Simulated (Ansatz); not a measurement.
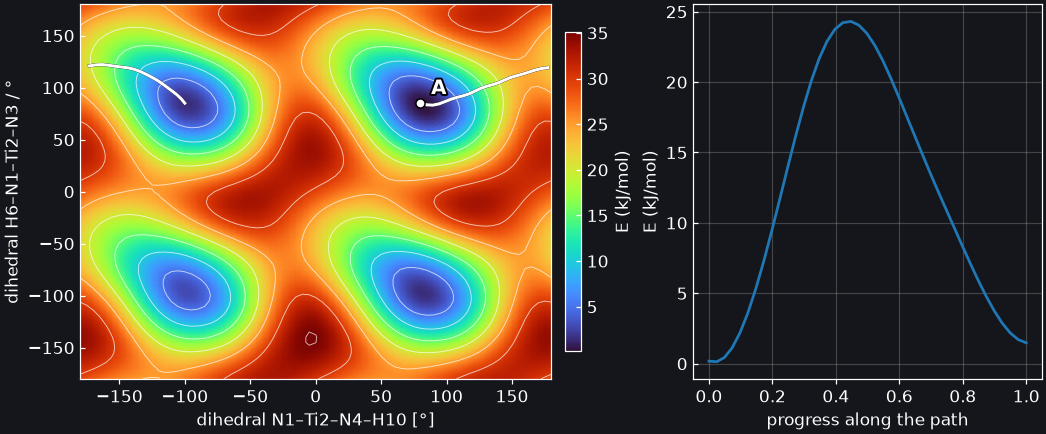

FH₆N₃Ti, SMILES [NH2][Ti]([NH2])([NH2])[F]. First axis: dihedral N1–Ti2–N4–H10. Second axis: dihedral H6–N1–Ti2–N3. Nothing is relaxed (all other coordinates rigid). The scan uses a 10 × 10 grid. Points are written as (first, second). Energies are in kJ/mol, from the relaxed molecule at the same level. Level of theory: RKS PBE0-D4/def2-SVP (Ansatz).

In the figure: a smooth colour map with a few white contour lines, a line along the lowest path, the energy along the path at the right, the start A. Between grid points the surface is interpolated.

Question: Describe the path and its barrier.

Answer: The easiest path leads from the well at about (80°, 85°) to the well at about (−100°, 85°), about 1.3 kJ/mol higher (on a rigid scan; wells that are mirror images or exchange like atoms can differ by this much). Its highest point lies about 24 kJ/mol above the bottom of the first well on the interpolated surface, at about (165°, 115°). The start is the relaxed structure and all else is held, so a fully relaxed path at this level can only be lower.
